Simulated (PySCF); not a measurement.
C₅H₇NSi

```xyz
14

C     2.5207   -1.5723   -0.1110
C     1.8788   -0.5858   -0.3293
C     1.0711    0.5850   -0.5682
Si   -0.4861    0.5938    0.5489
C    -1.5751   -0.9213    0.2138
C    -1.4339    2.1284    0.0413
N    -2.0082    3.0689   -0.2722
H     3.1083   -2.4239    0.0589
H     0.7820    0.6037   -1.6229
H     1.6745    1.4767   -0.3820
H    -0.1412    0.7595    1.9655
H    -2.4722   -0.9100    0.8262
H    -1.8878   -0.9673   -0.8268
H    -1.0315   -1.8359    0.4356
```

Geometry: GFN2-xTB.

Method: PySCF, PBE0/pcSseg-1, SCF density, gas phase, non-relativistic.

**What will maps of the electron density and electron localisation function show?**

C–N (1.15 Å): ρ is about 3.6 e/Å³ halfway; the ELF peaks at about 0.85 between the atoms; a short, multiple covalent bond.
C–C (1.20 Å): ρ at the midpoint is about 2.7 e/Å³; the ELF peaks at about 0.85 between the atoms: a multiple bond.
C–Si (1.87 Å): ρ at the midpoint is about 0.88 e/Å³; the ELF peaks at about 1 between the atoms: a covalent bond.
C–H (1.05 Å): ρ at the midpoint is about 2.1 e/Å³; the ELF climbs to about 1 towards the hydrogen, as it does in any bond to H; an ordinary covalent bond to hydrogen.

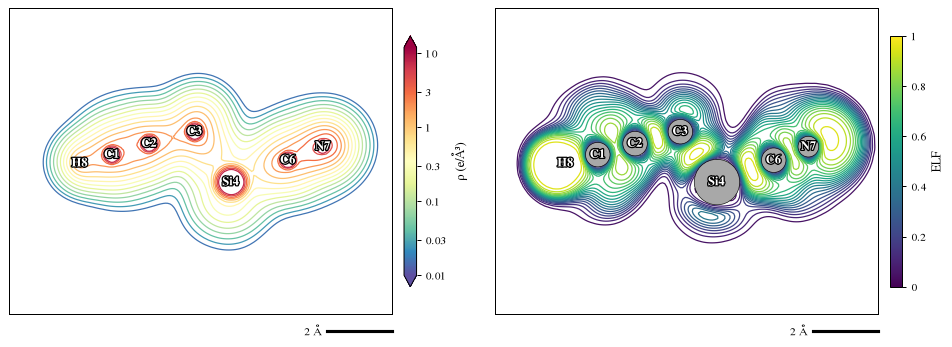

Computed electron density and electron localisation function on the plane of atoms C2, C3 and Si4, in this order. Grey discs cover the atomic cores in the ELF map. 
